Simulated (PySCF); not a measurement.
```xyz
12

F     3.1032    0.6406   -0.4309
C     1.9862   -0.0116   -0.1545
F     2.1898   -1.3239   -0.1649
C     0.8060    0.5318    0.1170
F     0.6931    1.8741    0.0965
C    -0.4529   -0.2121    0.4177
C    -1.4591   -0.0479   -0.7275
S    -2.9826   -0.9428   -0.3965
H    -0.2246   -1.2672    0.5691
H    -0.8910    0.1906    1.3342
H    -1.7178    1.0039   -0.8628
H    -1.0492   -0.4363   -1.6614
```

Geometry: GFN2-xTB.

All numbers below come from UKS B3LYP, pcH-1 on C F H S, non-relativistic, mean-field spin-orbit, GIAO in PySCF.

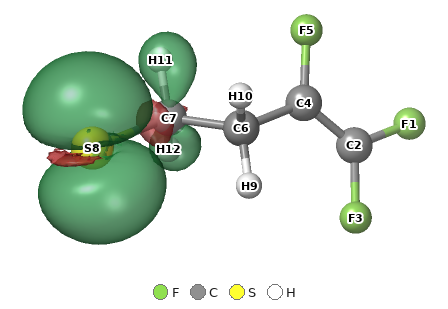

C4H4F3S (SMILES FC(F)=C(F)CC[S]) (doublet). Isosurfaces of the spin density (α minus β) at +0.015 (green) and −0.015 e/Å³ (red), seen at a tilt.

> Describe the spin distribution.

The unpaired spin (1 electron) lies mostly on S8 (about 0.9), in electrons by Hirshfeld's partition.
